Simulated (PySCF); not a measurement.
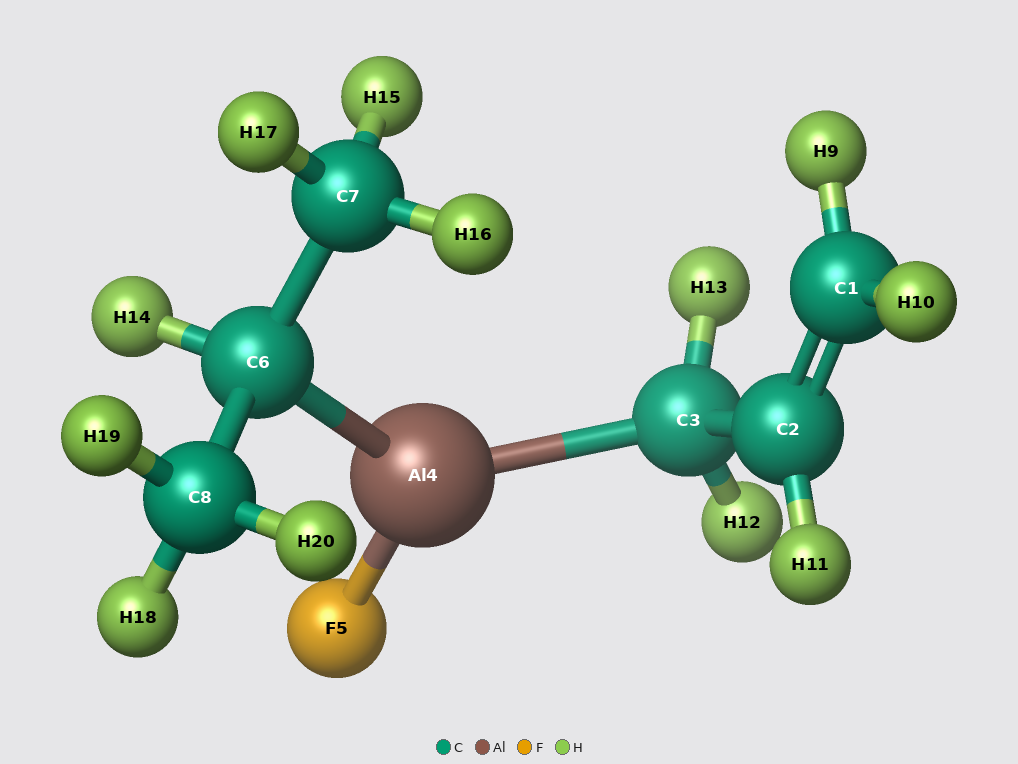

Computed geometry: GFN2-xTB optimisation. No frequency run is at hand to confirm it as a minimum. Electric field gradients from the ground-state density, PBE0/pcSseg-1 (PySCF 2.14.0), non-relativistic apart from any core potentials.

Give the largest field-gradient component, the quadrupole coupling constant and the asymmetry for 27Al at Al4 (Q = 146.6 mb).

```json
{"atom": "Al4", "V_zz (a.u.)": "1.239", "e²qQ/h (MHz)": "42.7", "η": "0.36"}
```

The geometry is semi-empirical. Around Al such bond lengths and angles can be off by a tenth of an ångström or more and by several degrees, and values that hang on the shape move with them.
